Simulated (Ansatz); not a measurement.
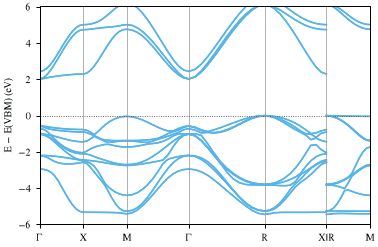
Fig. 1. Band structure from plane-wave PAW PBE with spin–orbit coupling (Ansatz code)

Question: Read off the gap and where the band edges lie.

Answer: About 2.0 eV (2.02 eV by a search for the band edges); maximum at R, minimum at Γ.

The material is KTaO$_{3}$ (cubic perovskite, Pm-3m).

The PBE relaxation kept the symmetry of its start. At this level the phase is dynamically unstable (imaginary phonons). The run is not spin-polarised.

Potentials: the later of the program's two PAW sets.
